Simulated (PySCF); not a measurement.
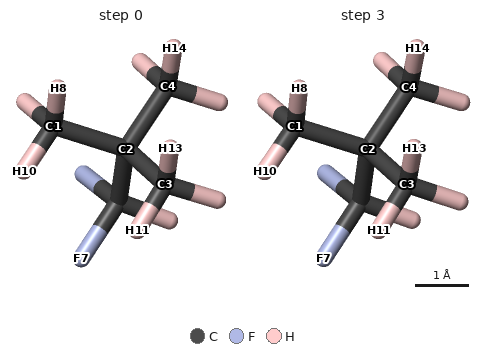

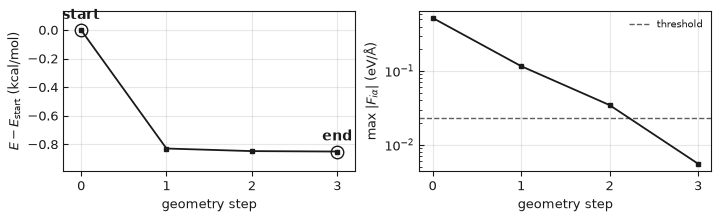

First and last geometry of a relaxation of C5H10F2, with the history of the run. Style: stick. Shown from a free direction.

The start comes from GFN2-xTB.

Theory: PBE0-D3(BJ)/def2-SVP geometry optimisation, gas phase (PySCF). 

What do the curves and the structures tell?

It converged. The largest moves after the best rigid fit, 0.032 Å, are those of H atoms. By element the largest moves are H 0.032 Å, F 0.021 Å, C 0.014 Å. Near-neighbour distances that change, for instance: C–H 1.088 → 1.102 Å, C–C 1.534 → 1.524 Å. After 3 geometry steps the energy has fallen by 0.85 kcal/mol. The largest force component goes from 0.52 to 0.0056 eV/Å.
